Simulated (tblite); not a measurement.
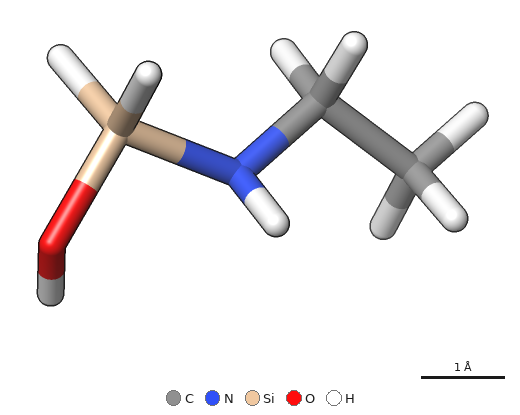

This is the input geometry for a relaxation of C$_{2}$H$_{9}$NOSi. Style: stick. Shown from a free direction.

Method: GFN2-xTB geometry optimisation, gas phase (tblite).

```xyz
14

C    -1.8178   -0.3093    1.4827
C    -0.9934    0.3407    0.3776
N     0.3837   -0.1877    0.4335
Si    1.6218    0.3221   -0.6086
O     2.9484   -0.3973    0.0781
H    -1.4123   -0.1013    2.4717
H    -2.8455    0.0940    1.4560
H    -1.8790   -1.3878    1.3582
H    -1.4466    0.1244   -0.5836
H    -0.9938    1.4218    0.5389
H     0.3379   -1.2019    0.3843
H     1.3514   -0.2217   -1.9470
H     1.7331    1.7850   -0.5321
H     3.0114   -0.2815    1.0284
```

Question: Predict the outcome.

Answer: The largest move after the best rigid fit is that of H12, 0.58 Å. Largest moves by element: H 0.58 Å, C 0.23 Å, N 0.19 Å, O 0.18 Å, Si 0.14 Å. Near-neighbour distances that change, for instance: C2–N3 1.476 → 1.442 Å, Si4–O5 1.658 → 1.626 Å, N3–Si4 1.697 → 1.719 Å, C1–H7 1.104 → 1.087 Å. Bond angles that change, for instance: O5–Si4–H12 111.3° → 100.7°, Si4–N3–H11 107.6° → 117.7°, N3–Si4–H12 108.3° → 117.7°. After 84 geometry steps the energy has fallen by 0.245 eV. Cost: 0.65 s on 1 thread of Arm Neoverse N1, on a shared host.

The structure at the end:

```xyz
14

C    -1.8418   -0.1916    1.5345
C    -1.0672    0.1538    0.2668
N     0.2913   -0.3259    0.3396
Si    1.6053    0.4047   -0.4927
O     2.9639   -0.3967   -0.0975
H    -1.3375    0.2232    2.4036
H    -2.8494    0.2131    1.4839
H    -1.9068   -1.2712    1.6564
H    -1.5928   -0.2620   -0.6059
H    -1.0251    1.2371    0.1403
H     0.3181   -1.3274    0.4728
H     1.6366    0.2877   -1.9495
H     1.6192    1.7951   -0.0326
H     3.1856   -0.5405    0.8184
```

The end point in the same view:

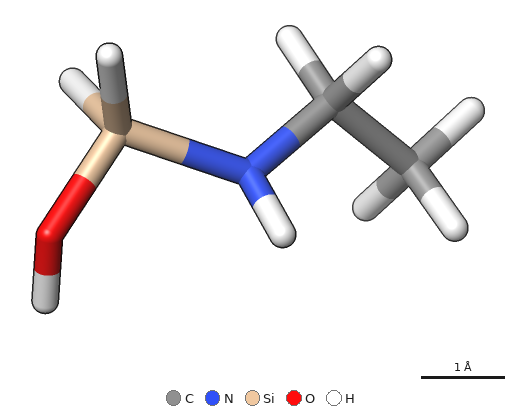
